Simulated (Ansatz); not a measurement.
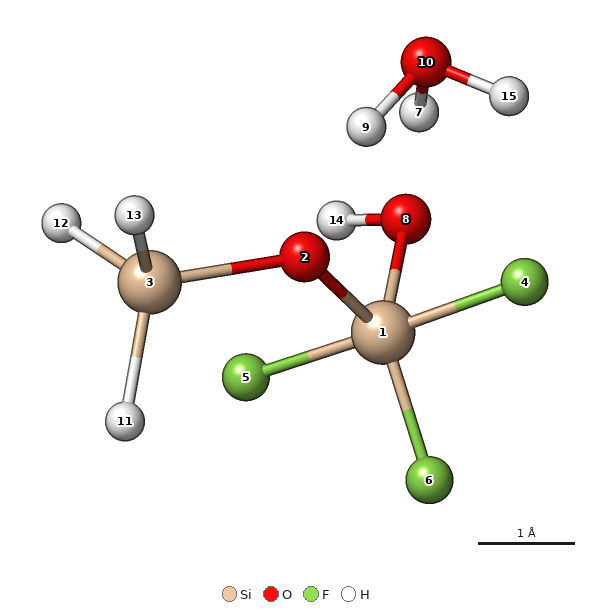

Figure 1. The structure (ball-and-stick view, seen at a tilt; atoms are numbered from 1 in the order of the input). Bond lengths as drawn: F–Si 1.62 to 1.69 Å, H–O 0.97 to 1.10 Å, H–Si 1.48 to 1.49 Å and O–Si 1.68 to 1.72 Å.

## Frequency calculation, with input and output: Si2H7O3F3

- system: Si2H7O3F3
- method: RKS PBE0-D4/def2-SVP (Ansatz 0.2.0)

Figures and captions count atoms from 1; the log counts them from 0 in places.

Input file
```yaml
crystal:
  periodic: [false, false, false]
  atoms:
    - {symbol: Si, position_ang: [-0.306463, 0.693482, 0.936038]}
    - {symbol: O, position_ang: [-0.041051, 0.345412, -0.683279]}
    - {symbol: Si, position_ang: [-1.221916, -0.148174, -1.800016]}
    - {symbol: F, position_ang: [1.187292, 1.485426, 1.018926]}
    - {symbol: F, position_ang: [-1.749911, -0.171494, 0.957562]}
    - {symbol: F, position_ang: [-1.065095, 2.032665, 1.439219]}
    - {symbol: H, position_ang: [1.509676, -0.820281, 0.934367]}
    - {symbol: O, position_ang: [0.451840, -0.579555, 1.810430]}
    - {symbol: H, position_ang: [1.328754, -0.278938, -0.532371]}
    - {symbol: O, position_ang: [2.128628, -0.634471, 0.042112]}
    - {symbol: H, position_ang: [-2.401972, 0.749879, -1.729757]}
    - {symbol: H, position_ang: [-1.596714, -1.570565, -1.567155]}
    - {symbol: H, position_ang: [-0.562787, -0.032611, -3.132130]}
    - {symbol: H, position_ang: [-0.170893, -1.296155, 1.989959]}
    - {symbol: H, position_ang: [2.510614, 0.225280, 0.315996]}
basis:
  gaussian: {orbitals: def2-SVP}
hamiltonian: {xc: pbe0, dispersion: d4}
phonons: {}
scf: {lower_state_search: off}
```

Command:
```bash
ansatz run in.yaml --threads 4 --pin off --events-out ev --progress --plain --max-ram 66560MiB --backend cuda --devices 0, --max-vram 37GiB
```

What the program printed
```
Functional definition: PBE0
  name "PBE0"
  cite "Adamo & Barone, J. Chem. Phys. 110, 6158 (1999) doi:10.1063/1.478522"
  cite "Perdew, Burke & Ernzerhof, Phys. Rev. Lett. 77, 3865 (1996) doi:10.1103/PhysRevLett.77.3865"
  parent pbe
  parameter a = 0.25
  parameter kappa = 0.804
  parameter beta = 0.06672455060314922
  exchange = (1 - a)*pbe_x(kappa = kappa, mu = beta*pi^2/3) + a*exact_x
  correlation = pbe_c(beta = beta)
these checks for a lower state are left out or cut short: stability, starts, cluster_reference, orbital_swaps, neighbouring_geometries, increment
1562 factors; integrals over basis functions are off by at most 4.0e-4 eV
mean field evaluation 1: about -30122.0878 eV, gradient 7.6e1 eV
mean field evaluation 2: about -30116.3058 eV, gradient 9.7e1 eV
mean field evaluation 4: about -30131.1837 eV, gradient 3.2e0 eV
mean field evaluation 8: about -30131.2220 eV, gradient 9.3e-2 eV
mean field evaluation 16: about -30131.2220 eV, gradient 1.3e-5 eV
mean field -30131.22198549 eV, -1107.3019842908 hartree, gradient 3.2e-6 eV, S^2 0.000000; 0 other end points of the search recorded, 0 dependent functions left out
the calculation of the forces begins
reference -30131.22201358 eV, -1107.3019853231 hartree; 43, 43 occupied and 112, 112 virtual orbitals, 1562 factors
these checks for a lower state are left out or cut short: stability, starts, cluster_reference, orbital_swaps, neighbouring_geometries, increment
1562 factors; integrals over basis functions are off by at most 4.0e-4 eV
mean field -30131.22057556 eV, -1107.3019324769 hartree, gradient 1.1e-6 eV, S^2 0.000000; 0 other end points of the search recorded, 0 dependent functions left out
[... from here on the field's lines of each further geometry are left out, up to the last ...]
the calculation of the forces begins
reference -30131.22199650 eV, -1107.3019846956 hartree; 43, 43 occupied and 112, 112 virtual orbitals, 1562 factors
these checks for a lower state are left out or cut short: stability, starts, cluster_reference, orbital_swaps, neighbouring_geometries, increment
1562 factors; integrals over basis functions are off by at most 4.0e-4 eV
mean field -30131.22195346 eV, -1107.3019831137 hartree, gradient 1.7e-6 eV, S^2 0.000000; 0 other end points of the search recorded, 0 dependent functions left out
the calculation of the forces begins
reference -30131.22198154 eV, -1107.3019841460 hartree; 43, 43 occupied and 112, 112 virtual orbitals, 1562 factors
WARN: phonons: modes at or below zero, which the zero-point energy, F, S and C_V leave out: 1, the lowest at -203.57 cm⁻¹. A minimum has none, and a first-order saddle one
Total energy: -30131.54559338 eV, -1107.3138766617 hartree
Atom 0 at    -0.306463     0.693482     0.936038 Å, force    -0.495163     0.753814     0.812243 eV/Å
Atom 1 at    -0.041051     0.345412    -0.683279 Å, force     0.022902    -0.174584    -1.165970 eV/Å
Atom 2 at    -1.221916    -0.148174    -1.800016 Å, force    -0.002699     0.000239     0.000848 eV/Å
Atom 3 at     1.187292     1.485426     1.018926 Å, force    -0.003174     0.002029     0.003442 eV/Å
Atom 4 at    -1.749911    -0.171494     0.957562 Å, force     0.006029    -0.003083    -0.005009 eV/Å
Atom 5 at    -1.065095     2.032665     1.439219 Å, force     0.002632    -0.002204    -0.001610 eV/Å
Atom 6 at     1.509676    -0.820281     0.934367 Å, force     0.123794     0.054436    -0.191715 eV/Å
Atom 7 at     0.451840    -0.579555     1.810430 Å, force     0.333139    -0.519696     0.310220 eV/Å
Atom 8 at     1.328754    -0.278938    -0.532371 Å, force     0.303811    -0.134678     0.111229 eV/Å
Atom 9 at     2.128628    -0.634471     0.042112 Å, force    -0.279994     0.015926     0.113382 eV/Å
Atom 10 at    -2.401972     0.749879    -1.729757 Å, force     0.000330     0.000543     0.000220 eV/Å
Atom 11 at    -1.596714    -1.570565    -1.567155 Å, force     0.000170    -0.000467     0.001411 eV/Å
Atom 12 at    -0.562787    -0.032611    -3.132130 Å, force     0.000934     0.000333    -0.000419 eV/Å
Atom 13 at    -0.170893    -1.296155     1.989959 Å, force    -0.009057     0.012102     0.009281 eV/Å
Atom 14 at     2.510614     0.225280     0.315996 Å, force    -0.003654    -0.004711     0.002446 eV/Å
Dipole moment:     0.510429    -0.719634    -0.327633 e Å
Vibrations: -203.57 60.71 95.38 124.12 135.70 168.76 239.37 332.88 374.77 414.90 442.97 457.62 462.87 494.09 560.30 592.27 637.89 683.65 724.43 745.88 764.28 837.42 915.73 934.88 942.60 960.87 988.22 1032.71 1049.31 1554.51 1693.40 1736.84 1905.39 2255.73 2261.08 2291.42 2615.72 3687.04 3870.14 cm⁻¹, zero-point energy 2.482524 eV
Checks for a lower state left out: stability, starts, cluster_reference, orbital_swaps, neighbouring_geometries, increment
```

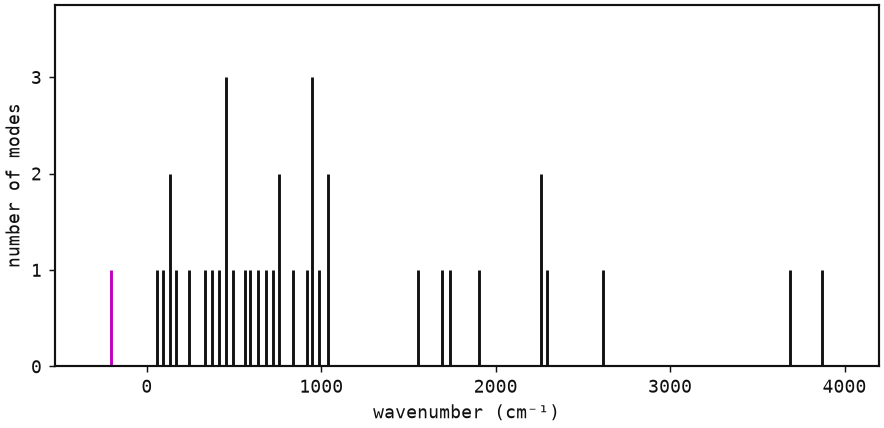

Figure 2. Harmonic vibrational wavenumbers from the force constants; neighbouring modes closer than 19 cm⁻¹ are counted in one stick, and imaginary ones are drawn at negative wavenumbers. 39 modes from 203i to 3870 cm⁻¹, 1 imaginary beyond 8i (203i cm⁻¹): a first-order saddle point, if the geometry is stationary.

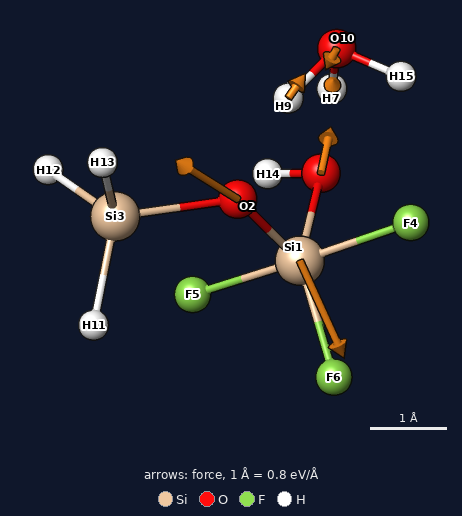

Figure 3. Forces on the atoms as orange arrows (ball-and-stick view, seen at a tilt; atoms are numbered from 1 in the order of the input); the smallest are left out. The largest act on Si1 (1.21 eV/Å); O2 (1.18 eV/Å); O8 (0.69 eV/Å). The geometry is not a stationary point of this energy.

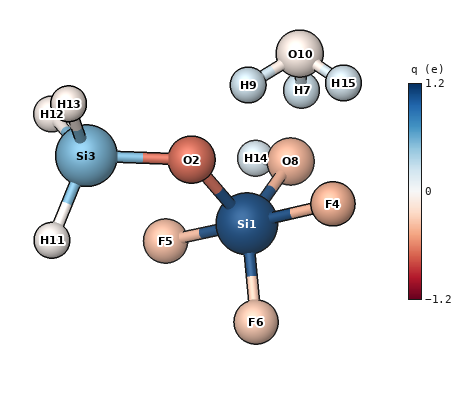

Figure 4. Mulliken charges, as the colour of each atom (ball-and-stick view, seen at a tilt; atoms are numbered from 1 in the order of the input). By element: Si +0.56 to +1.11, O −0.68 to −0.10, F −0.43 to −0.33 and H −0.09 to +0.26 e.

Summary

- outcome: converged
- total energy: −30131.5456 eV
- mean-field energy: −30131.2220 eV
- dispersion energy: −0.3236 eV
- largest force (length of the vector): 1.214 eV/Å
- dipole moment: 4.52 D
- hardware: 4 CPU threads, shared host
- wall time: 79 s (CPU time 2.3 min)
- peak memory: 0.89 GiB
